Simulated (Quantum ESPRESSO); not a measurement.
# MnS (Browneite): parallel and opposed starts

Does MnS (Browneite) prefer parallel or opposed moments?

Calculated with Quantum ESPRESSO 7.5; LDA with U = 4 eV on Mn d (ortho-atomic projectors); plane waves with GBRV 1.5 LDA potentials, no spin-orbit coupling.

## 1. The structure

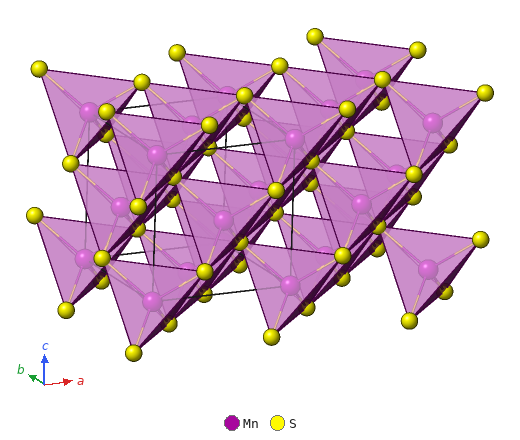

The starting structure, seen slightly off an axis (manganese purple, sulfur yellow). 2×1×1 cells are drawn. This picture shows the conventional cell, with its axes. Some periodic images of atoms are drawn too.

The cell comes from the Crystallography Open Database.

## 2. Run 1, typed as ferro +

The signs are those of the starting moments on the seeded atoms, the atoms that are given a moment.

Input file pw.in:

```
&CONTROL
  calculation = 'scf'
  prefix = 'pwscf'
  outdir = './tmp'
  pseudo_dir = './pseudo'
  disk_io = 'nowf'
/
&SYSTEM
  ibrav = 0
  celldm(1) = 8
  nat = 2
  ntyp = 2
  ecutwfc = 40
  ecutrho = 280
  nbnd = 19
  occupations = 'smearing'
  smearing = 'fd'
  degauss = 0.00367493
  nspin = 2
  starting_magnetization(1) = 0.3
  starting_magnetization(2) = 0
/
&ELECTRONS
  conv_thr = 4d-09
  electron_maxstep = 150
  mixing_beta = 0.3
/
ATOMIC_SPECIES
Mn     54.9380 mn_lda_v1.5.uspp.F.UPF
S      32.0600 s_lda_v1.4.uspp.F.UPF
CELL_PARAMETERS alat
   0.0000000000000    0.6614041436190    0.6614041436190
   0.6614041436190    0.0000000000000    0.6614041436190
   0.6614041436190    0.6614041436190    0.0000000000000
ATOMIC_POSITIONS crystal
Mn      0.0000000000    0.0000000000    0.0000000000
S       0.2500000000    0.2500000000    0.2500000000
K_POINTS automatic
6 6 6 0 0 0
HUBBARD {ortho-atomic}
U Mn-3d 4.0000
```

On the command line:

```bash
> OMP_NUM_THREADS=1 mpirun -n 4 pw.x -nk 4 -in pw.in > pw.out
```

Output:

```text
Program PWSCF v.7.5 starts

     Message from routine setup:
     using ibrav=0 with symmetry is DISCOURAGED, use correct ibrav instead

     K-points division:     npool     =       4
     Subspace diagonalization in iterative solution of the eigenvalue problem:

     G-vector sticks info
     --------------------
     sticks:   dense  smooth     PW     G-vecs:    dense   smooth      PW
     Sum        1069     613    199                23409    10081    1807

     Using Slab Decomposition

     bravais-lattice index     =            0
     lattice parameter (alat)  =       8.0000  a.u.
     unit-cell volume          =     296.2789 (a.u.)^3
     number of atoms/cell      =            2
     number of atomic types    =            2
     number of electrons       =        21.00
     number of Kohn-Sham states=           19
     kinetic-energy cutoff     =      40.0000  Ry
     charge density cutoff     =     280.0000  Ry
     scf convergence threshold =      4.0E-09
     mixing beta               =       0.3000
     number of iterations used =            8  plain     mixing
     Exchange-correlation=  SLA  PZ   NOGX NOGC
                           (   1   1   0   0   0   0   0)
     Hubbard projectors: ortho-atomic
     Hubbard parameters of DFT+U (Dudarev formulation) in eV:
     U(Mn-3d) =  4.0000

     Internal variables: lda_plus_u =T, lda_plus_u_kind = 0

     Internal variables: orbital_resolved =F, hub_pot_fix =F, apply_U = F

     celldm(1)=   8.000000  celldm(2)=   0.000000  celldm(3)=   0.000000
     celldm(4)=   0.000000  celldm(5)=   0.000000  celldm(6)=   0.000000

     crystal axes: (cart. coord. in units of alat)
               a(1) = (   0.000000   0.661404   0.661404 )
               a(2) = (   0.661404   0.000000   0.661404 )
               a(3) = (   0.661404   0.661404   0.000000 )

     reciprocal axes: (cart. coord. in units 2 pi/alat)
               b(1) = ( -0.755967  0.755967  0.755967 )
               b(2) = (  0.755967 -0.755967  0.755967 )
               b(3) = (  0.755967  0.755967 -0.755967 )

     PseudoPot. # 1 for Mn read from file:
     mn_lda_v1.5.uspp.F.UPF
     Pseudo is Ultrasoft + core correction, Zval = 15.0
     Generated by new atomic code, or converted to UPF format
     Using radial grid of  859 points,  6 beta functions with:
                l(1) =   0
                l(2) =   0
                l(3) =   1
                l(4) =   1
                l(5) =   2
                l(6) =   2
     Q(r) pseudized with  8 coefficients,  rinner =    0.950   0.950   0.950
                                                       0.950   0.950

     PseudoPot. # 2 for S  read from file:
     s_lda_v1.4.uspp.F.UPF
     Pseudo is Ultrasoft + core correction, Zval =  6.0
     Generated by new atomic code, or converted to UPF format
     Using radial grid of  907 points,  6 beta functions with:
                l(1) =   0
                l(2) =   0
                l(3) =   1
                l(4) =   1
                l(5) =   2
                l(6) =   2
     Q(r) pseudized with  8 coefficients,  rinner =    1.300   1.300   1.300
                                                       1.300   1.300

     atomic species   valence    mass     pseudopotential
     Mn               15.00    54.93800     Mn( 1.00)
     S                 6.00    32.06000     S ( 1.00)

     Starting magnetic structure
     atomic species   magnetization
     Mn              0.300
     S               0.000

     24 Sym. Ops. (no inversion) found

   Cartesian axes

     site n.     atom                  positions (alat units)
         1        Mn     tau(   1) = (   0.0000000   0.0000000   0.0000000  )
         2        S      tau(   2) = (   0.3307021   0.3307021   0.3307021  )

     number of k points=    16  Fermi-Dirac smearing, width (Ry)=  0.0037
                       cart. coord. in units 2pi/alat
        k(    1) = (   0.0000000   0.0000000   0.0000000), wk =   0.0046296
        k(    2) = (   0.1259946   0.1259946  -0.1259946), wk =   0.0370370
        k(    3) = (   0.2519891   0.2519891  -0.2519891), wk =   0.0370370
        k(    4) = (  -0.3779837  -0.3779837   0.3779837), wk =   0.0185185
        k(    5) = (   0.2519891   0.0000000  -0.0000000), wk =   0.0277778
        [... 11 further k-points ...]

     Dense  grid:    23409 G-vectors     FFT dimensions: (  40,  40,  40)

     Smooth grid:    10081 G-vectors     FFT dimensions: (  32,  32,  32)

     Check: negative core charge=   -0.000033
     Generating pointlists ...
     new r_m :   0.2363 (alat units)  1.8902 (a.u.) for type    1
     new r_m :   0.2363 (alat units)  1.8902 (a.u.) for type    2

     Initial potential from superposition of free atoms

     starting charge      20.4999, renormalised to      21.0000

     STARTING HUBBARD OCCUPATIONS:

     =================== HUBBARD OCCUPATIONS ===================
     ------------------------ ATOM    1 ------------------------
     Tr[ns(  1)] (up, down, total) =   5.00000  0.00000  5.00000
     Atomic magnetic moment for atom   1 =   5.00000
     [... lines left out ...]
     Number of occupied Hubbard levels =    5.0000

     Atomic wfc used for Hubbard projectors are orthogonalized

     Starting wfcs are   17 randomized atomic wfcs +    2 random wfcs

     Self-consistent Calculation

     iteration #  1     ecut=    40.00 Ry     beta= 0.30
     Davidson diagonalization with overlap
     ethr =  1.00E-02,  avg # of iterations =  6.8

     =================== HUBBARD OCCUPATIONS ===================
     ------------------------ ATOM    1 ------------------------
     Tr[ns(  1)] (up, down, total) =   4.82844  0.14816  4.97660
     Atomic magnetic moment for atom   1 =   4.68027
     [... lines left out ...]
     Number of occupied Hubbard levels =    4.9766

     total energy              =    -235.14634255 Ry
     estimated scf accuracy    <       0.51187763 Ry

     total magnetization       =     5.00 Bohr mag/cell
     absolute magnetization    =     5.00 Bohr mag/cell

     iteration #  2     ecut=    40.00 Ry     beta= 0.30
     Davidson diagonalization with overlap
     ethr =  2.44E-03,  avg # of iterations =  1.6

     total energy              =    -235.23563633 Ry
     estimated scf accuracy    <       0.02238911 Ry

     total magnetization       =     5.00 Bohr mag/cell
     absolute magnetization    =     5.00 Bohr mag/cell

     iteration #  3     ecut=    40.00 Ry     beta= 0.30
     Davidson diagonalization with overlap
     ethr =  1.07E-04,  avg # of iterations =  5.6

     negative rho (up, down):  0.000E+00 4.065E-04

     total energy              =    -235.24037044 Ry
     estimated scf accuracy    <       0.00973358 Ry

     total magnetization       =     5.00 Bohr mag/cell
     absolute magnetization    =     5.00 Bohr mag/cell

     [... further iterations left out ...]

     iteration #  7     ecut=    40.00 Ry     beta= 0.30
     Davidson diagonalization with overlap
     ethr =  2.40E-07,  avg # of iterations =  1.4

     negative rho (up, down):  0.000E+00 4.602E-04

     total energy              =    -235.24094387 Ry
     estimated scf accuracy    <       0.00000609 Ry

     total magnetization       =     5.00 Bohr mag/cell
     absolute magnetization    =     5.00 Bohr mag/cell

     iteration #  8     ecut=    40.00 Ry     beta= 0.30
     Davidson diagonalization with overlap
     ethr =  2.90E-08,  avg # of iterations =  2.5

     negative rho (up, down):  0.000E+00 4.607E-04

     total energy              =    -235.24094585 Ry
     estimated scf accuracy    <       0.00000011 Ry

     total magnetization       =     5.00 Bohr mag/cell
     absolute magnetization    =     5.00 Bohr mag/cell

     iteration #  9     ecut=    40.00 Ry     beta= 0.30
     Davidson diagonalization with overlap
     ethr =  5.12E-10,  avg # of iterations =  4.5

     negative rho (up, down):  0.000E+00 4.604E-04

     total energy              =    -235.24094599 Ry
     estimated scf accuracy    <       0.00000004 Ry

     total magnetization       =     5.00 Bohr mag/cell
     absolute magnetization    =     5.00 Bohr mag/cell

     iteration # 10     ecut=    40.00 Ry     beta= 0.30
     Davidson diagonalization with overlap
     ethr =  1.88E-10,  avg # of iterations =  1.6

     negative rho (up, down):  0.000E+00 4.602E-04

     Magnetic moment per site  (integrated on atomic sphere of radius R)
     atom   1 (R=0.236)  charge= 12.9167  magn=  4.3324
     atom   2 (R=0.236)  charge=  4.2231  magn=  0.0719

     End of self-consistent calculation

     =================== HUBBARD OCCUPATIONS ===================
     ------------------------ ATOM    1 ------------------------
     Tr[ns(  1)] (up, down, total) =   4.95479  0.28015  5.23494
     Atomic magnetic moment for atom   1 =   4.67463
     [... lines left out ...]
     Number of occupied Hubbard levels =    5.2349

     [... lines left out ...]
     the Fermi energy is     7.3645 ev

!    total energy              =    -235.24094600 Ry
     estimated scf accuracy    <          2.9E-09 Ry
     smearing contrib. (-TS)   =      -0.00000011 Ry
     internal energy E=F+TS    =    -235.24094589 Ry

     The total energy is F=E-TS. E is the sum of the following terms:
     one-electron contribution =    -158.03316845 Ry
     hartree contribution      =      84.23524798 Ry
     xc contribution           =     -34.76918912 Ry
     ewald contribution        =    -126.71880431 Ry
     Hubbard energy            =       0.04496802 Ry

     total magnetization       =     5.00 Bohr mag/cell
     absolute magnetization    =     5.00 Bohr mag/cell

     convergence has been achieved in  10 iterations

=------------------------------------------------------------------------------=
   JOB DONE.
=------------------------------------------------------------------------------=
```

The job ended after 4.7 s (4 MPI ranks of Arm Neoverse V1, shared host; peak memory 0.32 GiB; 18 s of CPU time).

Spin moment in the atom's sphere by atom:

| atom | spin moment in the atom's sphere (μB) |
| --- | --- |
| Mn1 | 4.33 |
| S2 | 0.07 |

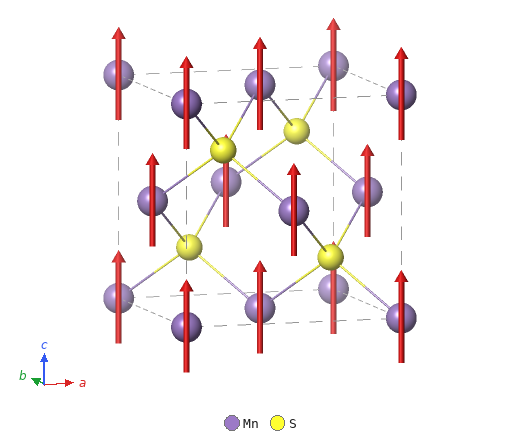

Spin moment in the atom's sphere as arrows, the longest 4.33 μB. Up and down stand for the sign. Arrows give size and sign along the axis of quantisation, drawn up and down the page. Bonds to atoms that aren't drawn are left out. Some periodic images of atoms are drawn too.

Numbers from this step:

```yaml
smearing_term_ts: 1.47e-6 eV
magnetization: 5 μB
absolute_magnetization: 5 μB
final_state: ferromagnetic
```

(Continued in part 2 of 2.)

[Logs and program files are shortened in this print: banners, set-up blocks, solver, clock and traceback lines can be left out without a mark of their own.]

[Logs are printed without paths, hosts, clocks, repeated set-up lines and the standing remarks that a program may print on its own settings, such as how far it seeks lower states.]

[Hosts, paths, dates, database ids (printed as entryN), source tags and the programs' standing remarks are cut or masked in the printed files.]

[Where a cell is said to come from a database of computed structures, the database is the Materials Project.]
